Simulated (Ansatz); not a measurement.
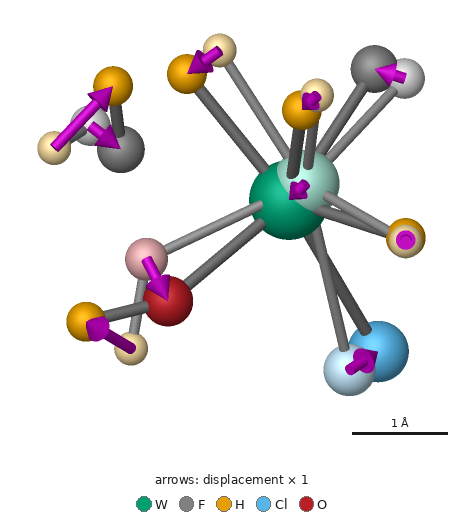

This is a relaxation of WH5OClF2. The starting structure is drawn faded, the final one solid; purple arrows show the displacements, at their true length. The two geometries are superimposed by the best rigid fit.

A ball-and-stick model, seen at a tilt.

The run prepares an end point of a later path (reaction) calculation, from a guessed geometry.

Level of theory: RKS PBE/def2-SVP in Ansatz 0.2.0. (no spin polarisation; force threshold 0.03 eV/Å; at most 50 steps)

Which element moves most?

Answer. Hydrogen: up to 0.96 Å, against 0.53 Å for oxygen.

What did the optimiser do to the structure, and how much energy did it gain?

Answer. The largest move after the best rigid fit is that of an H atom, 0.96 Å. By element the largest moves are H 0.96 Å, O 0.53 Å, Cl 0.49 Å, F 0.41 Å, W 0.28 Å. Among the contacts that change: F–W 3.042 → 2.562 Å, H–W 2.895 → 2.460 Å, O–W 1.919 → 1.837 Å, H–W 1.718 → 1.751 Å. Among the angles between lasting bonds that change: W–O–H 119.0° → 156.5°, F–W–O 152.5° → 164.7°, Cl–W–O 88.0° → 98.7°. After 27 accepted moves (33 points after the start) the energy has fallen by 32.4 kJ/mol. The largest force component goes from 0.54 to 0.0083 eV/Å. The line search rejected the trial steps at points 5, 9, 14, 21, 27, 30 of the run. Cost: 61 s on 4 threads of Arm Neoverse V2, with other jobs on the host, peak memory 0.17 GiB.

Limits of the set-up: the start holds two separate molecules, 2.2 Å apart at their closest, whose relative position is a soft coordinate and is computed without a dispersion correction.
